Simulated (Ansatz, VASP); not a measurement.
# Cross-check of Bi (Bismuth) between VASP and Ansatz

Wanted: the spread between two codes on one cell, functional and k mesh.

Calculated with Ansatz 0.2.0; plane waves, with VASP 6.6.1 beside it; relaxation of cell and atoms at PBE with D3(BJ) and relaxation of cell and atoms at r2SCAN with rVV10.

The database entry behind the starting cell lists a temperature near 78 K, so it need not match the best structure at ambient conditions.

### Step 1. The structure

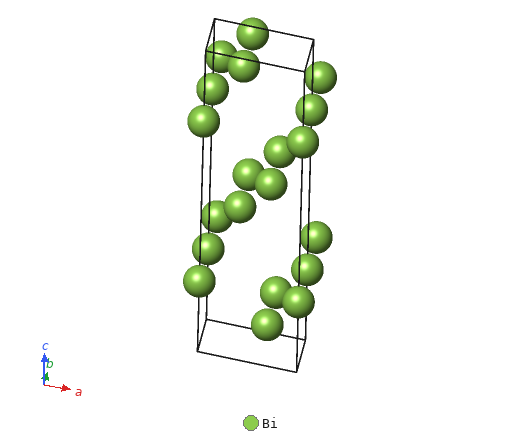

The cell as given, slightly off an axis (bismuth green). 1×2×1 cells are drawn. This picture shows the conventional cell, with its axes. Some periodic images of atoms are drawn too.

### Step 2. Ansatz: relaxation of cell and atoms, PBE with D3(BJ)

Ansatz runs on its default PAW (the set named soft_2) files.

The relaxed volume is the usual yardstick between codes: its relative difference is about their pressure difference at one cell divided by the bulk modulus.

input.yaml

```yaml
crystal:
  lattice:
    - [2.2675, 1.3091417354, 3.938]
    - [-2.2675, 1.3091417354, 3.938]
    - [0.0, -2.6182834708, 3.938]
  atoms:
    - { symbol: Bi, position: [0.234, 0.234, 0.234] }
    - { symbol: Bi, position: [0.766, 0.766, 0.766] }
hamiltonian:
  xc: pbe
  pseudopotentials: { kind: paw }
  dispersion: d3bj
kpoints:
  mp_grid: { grid: [7, 7, 7] }
scf:
  occupations: { method: fermi_dirac, width: 0.05 }
relax:
  f_tol: 0.01
  max_steps: 60
  cell: { stress_tol: 0.05 }
output:
  forces: true
  stress: true
```

The run is started by

```sh
> ansatz run input.yaml --threads 4 --pin off --max-ram 9216MiB --backend cpu --events-out ev --progress --plain --runs-dir out
```

Numbers of over 12 decimals in the logs are rounded to 6 here.

The log of the run:

```text
Engine: ansatz 0.2.0, aarch64-unknown-linux-gnu
Pseudopotentials: kind: paw
Pseudopotential: Bi, paw, valence charge 15, recommended cutoff 420 eV (normal), Bi.paw.azcp
Functional definition: PBE
  parameter kappa = 0.804
  parameter beta = 0.066725
  exchange = pbe_x(kappa = kappa, mu = beta*pi^2/3)
  correlation = pbe_c(beta = beta)
Crystal: 2 atoms, lattice volume = 70.139 Å³
Basis set: ecut = 420 eV, 1369 PW (Γ), exchange–correlation on 64×64×64 points (8 copies of the dense FFT grid, shifted against one another)
Bands: 19, of which v1, the nominal top of the filled ones, is band 15 counted from 1 (14 counted from 0)
Symmetry: 12 space group operations
Space group: R-3m (ITA 166), of the structure as read, at distance tolerance 4.1e-5 Å
k-points: 44 of 343
Non-local potential: Bi, projectors of the file, l = 0: 2, l = 1: 2, l = 2: 2, l = 3: 2
PAW form: soft (Blöchl's): semilocal exchange-correlation on the pseudo side does not see the compensation charge
PAW one-centre angular grid: Bi, 590 points (default); XC on 64 Gauss nodes
Initial density: superposition of atomic densities (neutral atoms: chi_scale 0, normalization atom), corrected by the library's trained network
Initial wavefunctions: pseudopotential atomic-orbital guess
Functional: x = pbe(κ = 0.804, μ = 0.219515), c = pbe(β = 0.066725)
SCF iter   1: F=—  HF=-24794.014498 eV  |F-HF|=—  |Δ(HF+E_count)|=         —  Δρ=9.95e-4  dr2=7.34e-4  ethr=1.77e-3  ⟨swp⟩=6.2  Hψ=4148  notcnv=0
preconditioner: auto → none  [insulator: Δε(μ)=0.263 eV  Ē_g=20.357 eV  σ=0.050 eV  W_gap=0.86  n_scr=14 (ndim 8)  ℏωp=24.3 eV  f_vac=0.003  D(μ)=0.12/eV (n_scr^D=0)  ε∞_Penn≈2.4]
SCF iter   2: F=—  HF=-24794.013572 eV  |F-HF|=—  |Δ(HF+E_count)|=   9.26e-4  Δρ=5.00e-4  dr2=1.49e-4  ethr=2.45e-6  ⟨swp⟩=2.4  Hψ=1913  notcnv=0
SCF iter   3: F=—  HF=-24794.013622 eV  |F-HF|=—  |Δ(HF+E_count)|=   4.97e-5  Δρ=2.11e-4  dr2=1.97e-5  ethr=4.96e-7  ⟨swp⟩=2.0  Hψ=1492  notcnv=0
SCF iter   4: F=—  HF=-24794.013647 eV  |F-HF|=—  |Δ(HF+E_count)|=   2.55e-5  Δρ=4.48e-5  dr2=1.01e-6  ethr=6.55e-8  ⟨swp⟩=2.0  Hψ=1057  notcnv=0
iter 5 did not close the SCF: its close was put off for the readings that it lacked (scf_convergence_deferred on its scf_iter line)
SCF iter   5: F=-24794.013648 eV  HF=-24794.013648 eV  |F-HF|=4.49e-8  |Δ(HF+E_count)|=   5.38e-7  Δρ=9.11e-6  dr2=4.48e-8  ethr=3.38e-9  ⟨swp⟩=2.0  Hψ=1497  notcnv=0
SCF iter   6: F=-24794.013648 eV  HF=-24794.013648 eV  |F-HF|=2.73e-10  |Δ(HF+E_count)|=   2.38e-8  Δρ=1.16e-6  dr2=1.07e-9  ethr=1.49e-10  ⟨swp⟩=2.9  Hψ=3333  notcnv=0
SCF 1 converged in 6 iterations: F = -24794.013648 eV  dr2 = 1.07e-9
  greatest PAW one-centre occupation: 0.987 electrons in one spin orbital (limit 2), on the Bi atom at site 1 (counted from 0), in its partial waves of l = 2
relax step   1: F+E_penalty+E_count = -24794.01364755 eV  Δ(F+E_penalty+E_count) = +0.000e0 eV  max|allowed force component| = 1.975e-1 eV/Å  Δτ_max = 0.0000 Å  P = -0.044 GPa  Ω = 70.139 Å³  (6 SCF iters, dr2 threshold 1.00e-7 eV, accepted)
[...]
relax step   2: F+E_penalty+E_count = -24794.01905446 eV  Δ(F+E_penalty+E_count) = -5.407e-3 eV  max|allowed force component| = 5.631e-2 eV/Å  Δτ_max = 0.0346 Å  P = -0.425 GPa  Ω = 69.716 Å³  energy of the carried Pulay correction = +7.885e-5 eV  (6 SCF iters, dr2 threshold 2.00e-7 eV, accepted)
[...]
relax step   3: F+E_penalty+E_count = -24794.02120355 eV  Δ(F+E_penalty+E_count) = -2.149e-3 eV  max|allowed force component| = 5.386e-3 eV/Å  Δτ_max = 0.0008 Å  P = -0.039 GPa  Ω = 69.145 Å³  energy of the carried Pulay correction = +1.859e-4 eV  (6 SCF iters, dr2 threshold 2.00e-7 eV, accepted)
[...]
relax step   4: F+E_penalty+E_count = -24794.02188561 eV  Δ(F+E_penalty+E_count) = -6.821e-4 eV  max|allowed force component| = 1.008e-2 eV/Å  Δτ_max = 0.0017 Å  P = +0.052 GPa  Ω = 68.924 Å³  energy of the carried Pulay correction = +2.274e-4 eV  (6 SCF iters, dr2 threshold 1.94e-7 eV, accepted)
[...]
relax step   5: F+E_penalty+E_count = -24794.02191746 eV  Δ(F+E_penalty+E_count) = -3.185e-5 eV  max|allowed force component| = 1.067e-3 eV/Å  Δτ_max = 0.0018 Å  P = +0.001 GPa  Ω = 68.942 Å³  energy of the carried Pulay correction = +2.241e-4 eV  (6 SCF iters, dr2 threshold 1.20e-8 eV, accepted)
[...]
relax step   6: F+E_penalty+E_count = -24794.02168784 eV  Δ(F+E_penalty+E_count) = +2.296e-4 eV  max|allowed force component| = 1.068e-3 eV/Å  Δτ_max = 0.0000 Å  P = +0.002 GPa  Ω = 68.942 Å³  stress off target by 6.12e-3 GPa  SCF on the basis re-selected at this cell (its energy is not comparable with the rows above)  (8 SCF iters)
basis re-selected at this cell: Δ(F+E_penalty+E_count) = +2.296e-4 eV, ΔP = +0.001 GPa vs the last step (what re-selecting the basis moved, of the pressure what is left beyond the Pulay correction that the steps carried, after the strain that the cell walked since its last selection, with what the two solves' SCF thresholds leave and, on support functions, any second-order correction that the steps lacked; it is no m [...]
SCF converged after 8 iterations
Free energy (F): -24794.021688 eV
Harris-Foulkes:  -24794.021688 eV  (|F-HF|=1.46e-11)
Internal energy: -24794.020565 eV  (E = F + TS)
E sigma→0 (E₀):  -24794.021126 eV
Entropy (-TS):   -0.001123 eV (-0.562 meV/atom)
Fermi energy:    9.938134 eV
--- Per-component energies (eV) ---
  E_band       = -209.594374
  E_kinetic    = 605.223884
  E_local      = -3072.617140  (includes V_loc(G=0)·N_el)
  E_nonlocal   = 1118.995060
  E_hartree    = 999.721382
  E_xc         = -302.517601
  E_vxc        = -288.491845  (∫ρ·V_xc dr)
  E_paw        = -21326.426267  (= ΣΔE_a)
  E_vpaw       = -572.146218  (= ΣTr[D̂ρ^β])
  E_aug_tail   = -0.000879  (compensation charges beyond the density's cutoff)
  E_ewald      = -2815.472131
  E_disp       = -0.926873  (pairwise vdW)
  E_smearing   = -0.001123  (= −TS)
  E_closure    = -0.000000  (closes the sum)
  Σ components = -24794.021688   (vs F -24794.021688, Δ=0.00e0)
--- Forces (eV/Å), atoms counted from 1 ---
  atom   1  Bi     0.00000000    -0.00000000    -0.00106767
  atom   2  Bi    -0.00000000     0.00000000     0.00106767
  max |Σ_I F_I| component: 2.78e-17 eV/Å
--- Stress (GPa, compression-positive) ---
        0.006124       0.000000      -0.000000
        0.000000       0.006124       0.000000
       -0.000000       0.000000      -0.005075
  P = ⅓ Tr σ = 0.0024 GPa (0.024 kbar)
--- Relaxed structure (5 steps of the walk, 5 accepted, 1 SCFs on fresh bases) ---
  F+E_penalty+E_count = -24794.02168784 eV   max|allowed force component| = 1.068e-3 eV/Å   (the final SCF, on the basis selected at the relaxed cell)
  cell:  # Å, volume = 68.9419 Å³
    - [2.271137, 1.311241, 3.858391]
    - [-2.271137, 1.311241, 3.858391]
    - [0, -2.622483, 3.858391]
  atoms:
    - { symbol: Bi, position: [0.237158, 0.237158, 0.237158] }
    - { symbol: Bi, position: [0.762842, 0.762842, 0.762842] }
```

Run time: 5.6 s. Hardware: 4 threads of Arm Neoverse V2, shared host; peak memory 0.37 GiB; 19 s of CPU time.

### Step 3. VASP: relaxation of cell and atoms, PBE with D3(BJ)

The same cell, functional, mesh and smearing now go to VASP, with its own data sets and cutoff.

Lines of VASP's logs that name or quote its potential files are left out, and so is its time.

INCAR

```
SYSTEM = Bi
PREC = Accurate
ENCUT = 520
EDIFF = 1E-06
NELM = 100
ISMEAR = -1
SIGMA = 0.05
LREAL = .FALSE.
ALGO = Normal
GGA = PE
IVDW = 12
NBANDS = 21
LORBIT = 11
LWAVE = .FALSE.
LCHARG = .FALSE.
KPAR = 2
IBRION = 2
NSW = 60
ISIF = 3
EDIFFG = -0.01
```

POSCAR

```
Bi
1.0
    2.2675000000      1.3091417354      3.9380000000
   -2.2675000000      1.3091417354      3.9380000000
    0.0000000000     -2.6182834708      3.9380000000
Bi
2
Direct
    0.2340000000      0.2340000000      0.2340000000
    0.7660000000      0.7660000000      0.7660000000
```

KPOINTS

```
Automatic mesh
0
Gamma
7 7 7
0 0 0
```

PAW data sets: Bi_d (PBE family, release 64).

The run is started by

```sh
> mpirun -np 2 vasp_std
```

The log of the run:

```text
[banner, memory and clock lines left out]
running    2 mpi-ranks, on    1 nodes
 distrk:  each k-point on    1 cores,    2 groups
 distr:  one band on    1 cores,    1 groups

 POSCAR found type information on POSCAR Bi
 POSCAR found :  1 types and       2 ions
 LDA part: xc-table for (Slater+PW92), standard interpolation
 POSCAR, INCAR and KPOINTS ok, starting setup
 FFT: planning ... GRIDC
 FFT: planning ... GRID_SOFT
 FFT: planning ... GRID
 WAVECAR not read
 entering main loop
       N       E                     dE             d eps       ncg     rms          rms(c)
DAV:   1     0.304053833717E+03    0.30405E+03   -0.16344E+04  1848   0.172E+03
DAV:   2     0.180746395728E+02   -0.28598E+03   -0.27962E+03  1878   0.447E+02
DAV:   3    -0.686914965522E+01   -0.24944E+02   -0.24590E+02  2223   0.148E+02
DAV:   4    -0.773695183769E+01   -0.86780E+00   -0.86734E+00  2210   0.303E+01
DAV:   5    -0.777758286275E+01   -0.40631E-01   -0.40630E-01  2655   0.590E+00    0.105E+00
DAV:   6    -0.777458011639E+01    0.30027E-02   -0.16881E-02  2377   0.142E+00    0.630E-01
DAV:   7    -0.777435849615E+01    0.22162E-03   -0.12043E-02  2250   0.127E+00    0.111E-01
DAV:   8    -0.777456525508E+01   -0.20676E-03   -0.15677E-03  2108   0.451E-01    0.216E-02
DAV:   9    -0.777458486827E+01   -0.19613E-04   -0.61300E-05  2595   0.647E-02    0.986E-03
DAV:  10    -0.777458320619E+01    0.16621E-05   -0.66237E-06  1709   0.239E-02    0.165E-03
DAV:  11    -0.777458375151E+01   -0.54532E-06   -0.74384E-07  1488   0.881E-03
   1 F= -.86849299E+01 E0= -.86842638E+01  d E =-.868493E+01
[... from here on, the cycles between the ionic steps are left out ...]
   2 F= -.86886592E+01 E0= -.86880013E+01  d E =-.372931E-02
   3 F= -.86928292E+01 E0= -.86921568E+01  d E =-.789930E-02
   4 F= -.86928910E+01 E0= -.86922129E+01  d E =-.796111E-02
   5 F= -.86931808E+01 E0= -.86925805E+01  d E =-.289778E-03
   6 F= -.86935488E+01 E0= -.86929199E+01  d E =-.657768E-03
   7 F= -.86935459E+01 E0= -.86929191E+01  d E =-.654881E-03
   8 F= -.86939354E+01 E0= -.86933508E+01  d E =-.389551E-03
 trial-energy change:   -0.000390  1 .order   -0.000408   -0.000600   -0.000216
 step:   2.2278(harm=  2.2278)  dis= 0.00057  next Energy=    -8.694015 (dE=-0.469E-03)
 bond charge predicted
       N       E                     dE             d eps       ncg     rms          rms(c)
DAV:   1    -0.776666094138E+01   -0.18731E-02   -0.68676E-02  2068   0.208E+00    0.202E-01
DAV:   2    -0.776578974955E+01    0.87119E-03   -0.28752E-03  2316   0.898E-01    0.126E-01
DAV:   3    -0.776519593056E+01    0.59382E-03   -0.83385E-04  2458   0.618E-01    0.114E-02
DAV:   4    -0.776522433477E+01   -0.28404E-04   -0.32408E-04  2088   0.206E-01    0.801E-03
DAV:   5    -0.776522349381E+01    0.84097E-06   -0.10544E-05  2429   0.361E-02    0.370E-03
DAV:   6    -0.776522304903E+01    0.44477E-06   -0.44966E-07  1044   0.191E-02
   9 F= -.86939790E+01 E0= -.86934101E+01  d E =-.433153E-03
 curvature:  -1.47 expect dE=-0.153E-04 dE for cont linesearch -0.221E-06
 trial: gam=-0.01836 g(F)=  0.120E-05 g(S)=  0.917E-05 ort =-0.914E-05 (trialstep = 0.159E+01)
 search vector abs. value=  0.109E-04
 reached required accuracy - stopping structural energy minimisation
```

OUTCAR, selected parts (step 3):

```text
ion  position               nearest neighbor table
   1  0.234  0.234  0.234-   2 3.06   2 3.06   2 3.06   2 3.52   2 3.52   2 3.52
   2  0.766  0.766  0.766-   1 3.06   1 3.06   1 3.06   1 3.52   1 3.52   1 3.52

  LATTYP: Found a trigonal (rhomboedric) cell.
 ALAT       =     4.7289800521
 COS(alpha) =     0.5401781303

 Subroutine GETGRP returns: Found 12 space group operations
 (whereof 12 operations were pure point group operations)

The static configuration has the point symmetry D_3d.

 Found     44 irreducible k-points:

   k-points           NKPTS =     44   k-points in BZ     NKDIM =     44   number of bands    NBANDS=     21

   dimension x,y,z NGX =    36 NGY =   36 NGZ =   36
   dimension x,y,z NGXF=    72 NGYF=   72 NGZF=   72

   ENCUT  =  520.0 eV  38.22 Ry    6.18 a.u.   8.79  8.79  8.79*2*pi/ulx,y,z

   NELECT =      30.0000    total number of electrons

 k-points in reciprocal lattice and weights: Automatic mesh
   0.00000000  0.00000000  0.00000000       0.003
   0.14285714  0.00000000  0.00000000       0.017
   0.28571429  0.00000000  0.00000000       0.017
   0.42857143 -0.00000000  0.00000000       0.017
   0.14285714  0.14285714  0.00000000       0.017
   0.28571429  0.14285714  0.00000000       0.035
   0.42857143  0.14285714  0.00000000       0.035
  -0.42857143  0.14285714 -0.00000000       0.035
  -0.28571429  0.14285714  0.00000000       0.035
[...]
0.42857143  0.42857143  0.42857143       0.006
  -0.42857143  0.42857143  0.42857143       0.017

 Edisp (eV)   -0.92915

 average (electrostatic) potential at core
       1-104.2946       2-104.2946

 E-fermi :   6.5088

 k-point     1 :       0.0000    0.0000    0.0000
  band No.  band energies     occupation
    ...
     11      -6.5943      2.00000
     12      -0.8040      2.00000
     13       5.1422      2.00000
     14       5.3056      2.00000
     15       5.3056      2.00000
     16       9.3583      0.00000
     17       9.6573      0.00000
     18       9.6573      0.00000
     19      12.1342      0.00000
     20      12.2298      0.00000
    ...

 k-point     2 :       0.1429    0.0000    0.0000
  band No.  band energies     occupation
    ...
     11      -6.4001      2.00000
     12      -1.2707      2.00000
     13       5.2146      2.00000
     14       5.3251      2.00000
     15       5.3906      2.00000
     16       8.7415      0.00000
     17       8.9908      0.00000
     18       9.1293      0.00000
     19      11.6138      0.00000
     20      12.2244      0.00000
    ...

 k-point     3 :       0.2857    0.0000    0.0000
  band No.  band energies     occupation
    ...
     11      -5.8296      2.00000
     12      -2.3790      2.00000
     13       5.3299      2.00000
     14       5.4137      2.00000
     15       5.6477      2.00000
     16       7.5099      0.00000
     17       8.0174      0.00000
     18       8.1551      0.00000
     19      12.1073      0.00000
     20      13.1195      0.00000
    ...

 Edisp (eV)   -0.92876

  Total       0.00902     0.00902     0.01476     0.00000     0.00000     0.00000
  in kB       0.21002     0.21002     0.34371     0.00000     0.00000     0.00000
  external pressure =        0.25 kB  Pullay stress =        0.00 kB

  energy-cutoff  :      520.00
  volume of cell :       68.78
      direct lattice vectors                 reciprocal lattice vectors
     2.270899866  1.311104649  3.850355835     0.220177035  0.127119271  0.086572085
    -2.270899866  1.311104649  3.850355835    -0.220177035  0.127119271  0.086572085
     0.000000000 -2.622209298  3.850355835     0.000000000 -0.254238541  0.086572085

 POSITION                                       TOTAL-FORCE (eV/Angst)
 -----------------------------------------------------------------------------------
      0.00000      0.00000      2.74123         0.000000      0.000000      0.003526
      0.00000      0.00000      8.80984         0.000000     -0.000000     -0.003526
 -----------------------------------------------------------------------------------
    total drift:                                0.000000      0.000000     -0.000000

  FREE ENERGIE OF THE ION-ELECTRON SYSTEM (eV)
  ---------------------------------------------------
  free  energy   TOTEN  =        -8.6939790317 eV

  energy  without entropy=       -8.6928412521  energy(sigma->0) =       -8.69341014

 reached required accuracy - stopping structural energy minimisation

 total charge
# of ion       s       p       d       tot
------------------------------------------
    1        1.532   1.358   9.914  12.804
    2        1.532   1.358   9.914  12.804
--------------------------------------------------
tot          3.065   2.716  19.828  25.609

[... 3 further parts left out ...]
```

### Step 4. Comparison

Known differences besides the PAW data sets themselves: both relaxations stop at a tolerance, which leaves soft axes loose, and VASP keeps its plane-wave basis; the cutoff is 420 eV in Ansatz and 520 eV in VASP; VASP leaves aspherical gradient terms in its spheres out (LASPH is not set), Ansatz keeps them; Ansatz adds a Pulay correction to the stress that steers its cell, VASP none. Total energies have different zeros and are not compared.

Both answers:

```
                                         quantity  Ansatz   VASP  difference
                                      volume (Å³)   68.94  68.78     +0.23 %
edge a after relaxation, in the typed setting (Å)   4.665  4.659     +0.15 %
```

The walks stopped with 0.00 GPa left in Ansatz and 0.03 GPa in VASP; each walk ends within a tolerance, so the volume difference is uncertain by about these residues over the bulk modulus, most in soft cells.

(Continued in part 2 of 2.)

[Lines on the potential files, build, host, timing and source positions are cut from VASP's logs without a mark.]

[Logs are printed without paths, hosts, clocks, repeated set-up lines and the standing remarks that a program may print on its own settings, such as how far it seeks lower states.]

[Hosts, paths, dates, database ids (printed as entryN), source tags and the programs' standing remarks are cut or masked in the printed files.]
